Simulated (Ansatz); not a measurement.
The relaxation started from an entry of Materials Project.

One stationary structure of CaC2. Level of theory: r2SCAN (plane waves to 500 eV, PAW, scalar-relativistic; Ansatz, an electronic-structure program).

C2/c (No. 15), mS12; a = 6.595 Å, b = 4.166 Å, c = 7.331 Å, α = γ = 90.00°, β = 106.70°.

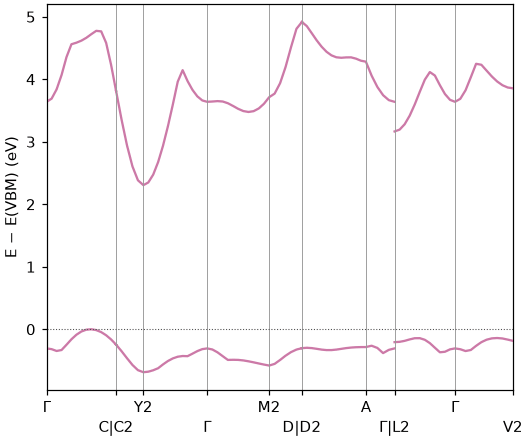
Highest filled and lowest empty band along the path of this cell's Brillouin zone

Read off the gap and say whether it is direct.

2.31 eV, indirect (valence top at 64 % of the way from Γ to C, conduction bottom at Y2) (no spin-orbit coupling).

How far does the top valence band disperse along this path?

About 0.7 eV.

No spin polarisation in the result.

The run could not lose the symmetry of its start; a randomly shaken copy of 6 atoms returns to this structure.
